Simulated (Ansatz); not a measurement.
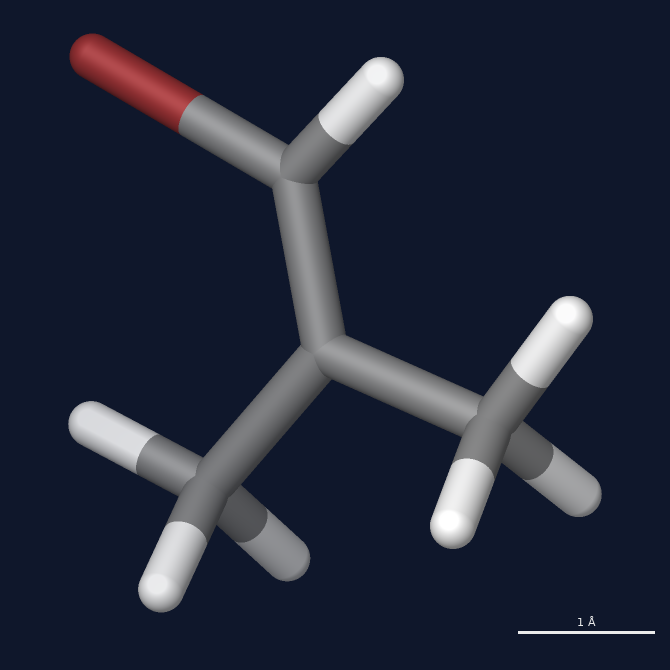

The picture shows a molecular structure as a stick model. Colours: carbon grey, bromine brown, hydrogen white.

Which formula does it have?

C₄H₇Br, 12 atoms: 4 carbon, 7 hydrogen and 1 bromine.

Which point group does it belong to?

Cs.

Count the bonded pairs by element.

7 C–H, 3 C–C, 1 C–Br.

Name functional groups in it.

Among them: alkene, C–Br bond.

How many sets of symmetry-equivalent atoms are there?

10: 1 C, 1 C, 1 C, 1 C, 1 Br, 2 H, 1 H, 2 H, 1 H, 1 H.

More results for the same structure follow; atom numbers are the same in all pictures, views and colours differ. The computed structure is the end point of a PBE0-D4/def2-TZVP optimisation.

**Geometry**

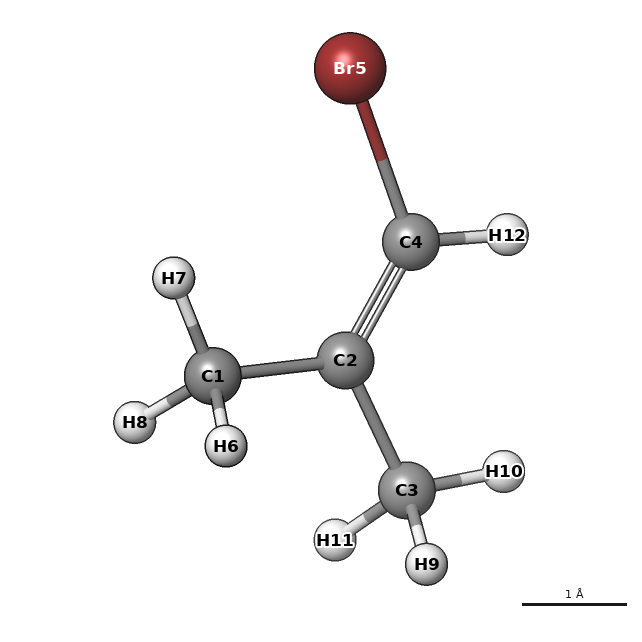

Atoms carry their numbers in the input.

Describe the coordination of atom 4.

C4 has 3 neighbours (C2 at 1.33, Br5 at 1.89, H12 at 1.08 Å); the arrangement is trigonal planar.

How are the neighbours of atom 1 arranged?

C1 has 4 neighbours (C2 at 1.49, H6 at 1.09, H7 at 1.09, H8 at 1.09 Å); the arrangement is tetrahedral.

How are the neighbours of atom 3 arranged?

C3 has 4 neighbours (C2 at 1.50, H9 at 1.09, H10 at 1.09, H11 at 1.09 Å); the arrangement is tetrahedral.

What is the geometry at C2?

C2 has 3 neighbours (C1 at 1.49, C3 at 1.50, C4 at 1.33 Å); the arrangement is trigonal planar.

What is the dihedral angle C3–C2–C4–Br5?

180° in size, that is anti.

**Charges**

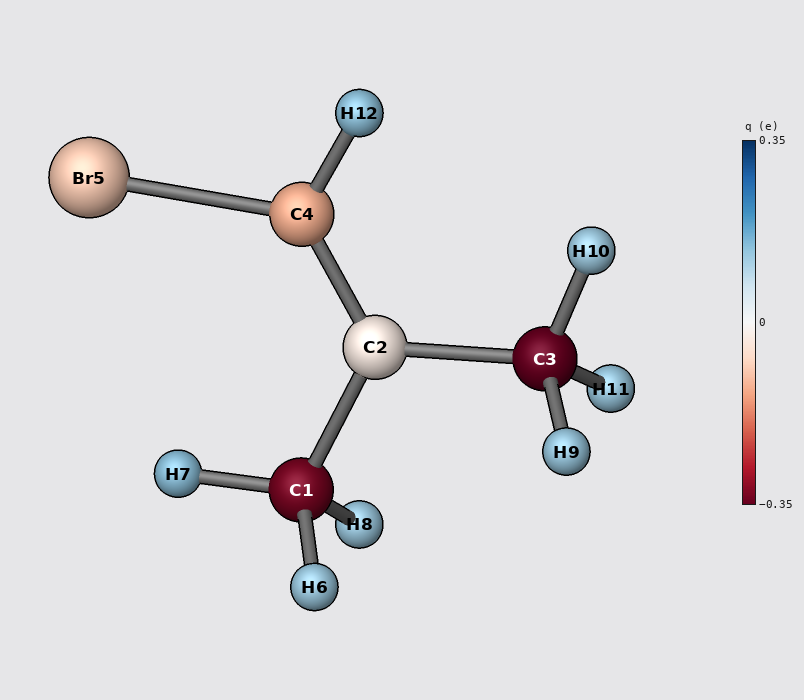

Atoms are coloured by their Mulliken charges. Method: RKS PBE0-D4/def2-TZVP (Ansatz 0.2.0).

Which atom carries the highest charge (most positive or least negative)?

H7, H12 (0.14 e).

And the lowest?

C3 (−0.35 e).

List the Mulliken charges.

```csv
atom,value (e)
C1,−0.33
C2,−0.03
C3,−0.35
C4,−0.12
Br5,−0.09
H6,0.13
H7,0.14
H8,0.13
H9,0.13
H10,0.12
H11,0.13
H12,0.14
```

**Dipole moment**

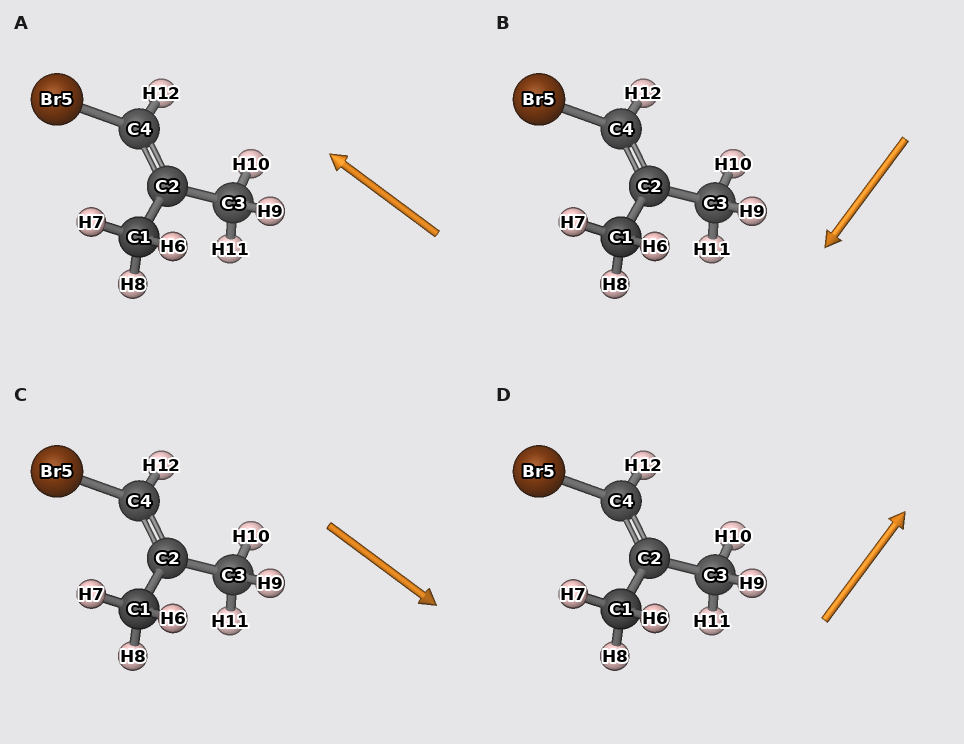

The same molecule four times, each with an arrow. Level of theory: RKS PBE-D4/def2-TZVPP (Ansatz 0.2.0).

Which arrow points along the dipole moment, from the negative to the positive end?

C. The dipole moment is 1.99 D; it points from the side of Br5 to the side of H9, H11 (the outermost atoms at the two ends).

**Levels of theory compared**

Program: Ansatz 0.2.0.

Compare HOMO energy (eV) at these levels: CAM-B3LYP-D4/def2-TZVPP; PBE-D4/def2-TZVPP; PBE0-D4/def2-QZVPP; PBE0-D4/def2-SVP; PBE0-D4/def2-TZVPP; r2SCAN-D4/def2-TZVPP; r2SCAN0-D4/def2-TZVPP; ωB97M-V/def2-QZVPP; ωB97M-V/def2-SVP; ωB97M-V/def2-TZVPP.

| level | HOMO energy (eV) |
| --- | --- |
| CAM-B3LYP-D4/def2-TZVPP | −8.09 |
| PBE-D4/def2-TZVPP | −5.71 |
| PBE0-D4/def2-QZVPP | −6.83 |
| PBE0-D4/def2-SVP | −6.73 |
| PBE0-D4/def2-TZVPP | −6.82 |
| r2SCAN-D4/def2-TZVPP | −5.91 |
| r2SCAN0-D4/def2-TZVPP | −6.95 |
| ωB97M-V/def2-QZVPP | −8.98 |
| ωB97M-V/def2-SVP | −8.87 |
| ωB97M-V/def2-TZVPP | −8.96 |

Mulliken values depend strongly on the basis set and can even reverse the polarity of a bond.
